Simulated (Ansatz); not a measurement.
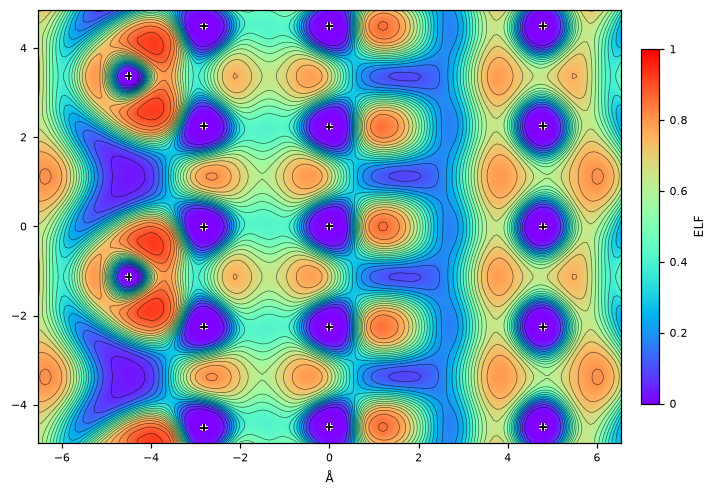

The ELF on a plane through atoms (crosses mark nuclei in the plane).

Level of theory: DFT PBE, scalar-relativistic, plane waves, PAW (Ansatz).

Candidates:
A. HfSiW3, a = 3.27 Å, b = 3.27 Å, c = 15.40 Å, α = 90.00°, β = 90.00°, γ = 90.00°. Space group I4mm; a generated structure, not necessarily the stable one.
B. Sc5Mo, a = 3.24 Å, b = 3.24 Å, c = 26.20 Å, α = 90.00°, β = 90.00°, γ = 90.00°. Space group P4/nmm; a generated structure, not necessarily the stable one; computed without spin polarisation.
C. Be6S, a = 3.17 Å, b = 12.39 Å, c = 3.19 Å, α = 90.00°, β = 90.00°, γ = 90.00°. Space group C222; a generated structure, not necessarily the stable one; changed on purpose from its base cell (volume × 0.88, shape and atoms relaxed); computed pressure about 15 GPa in this cell.

Question: Which candidate gave the map?

Answer: Candidate C: Be6S on the (101̄) plane of the conventional cell, which holds Be and S. Be–S (2.02 Å): the ELF peaks at about 0.90 in the valence shell of S, 0.9 Å from its nucleus, and is about 0.90 at the midpoint.
